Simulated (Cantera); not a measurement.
Charge: 1 mol CH3SiH3, 0.55 mol C2H2, a varied amount of H2, equilibrated at 2598.15 K and 0.100 bar.

Equilibrium computed with Cantera from the NASA thermochemical tables; the gas is ideal and each condensed phase is pure. Candidate condensed phases: C, C6H6, C7H8, C8H18, Si, SiC; 87 gas species. The feed counts by its element totals alone. Gases not in the tables: Si2H6 and higher silanes. The numbers say what is thermodynamically allowed, not how fast it happens.

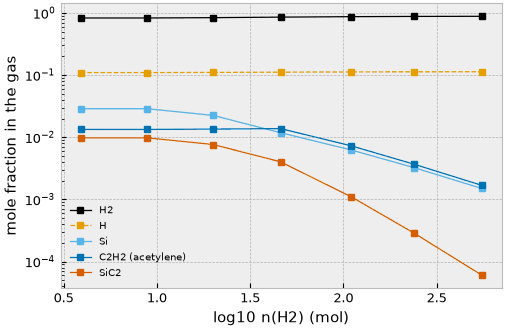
Equilibrium gas composition (values under 1e-9 drawn at 1e-9)

From 3.9 mol H2 to 8.9 mol H2 the condensed part is C(graphite) + SiC(s). From 20 mol H2 to 46 mol H2 the condensed part is C(graphite). From 110 mol H2 to 550 mol H2 nothing is condensed. The main Si-bearing gas is Si throughout.
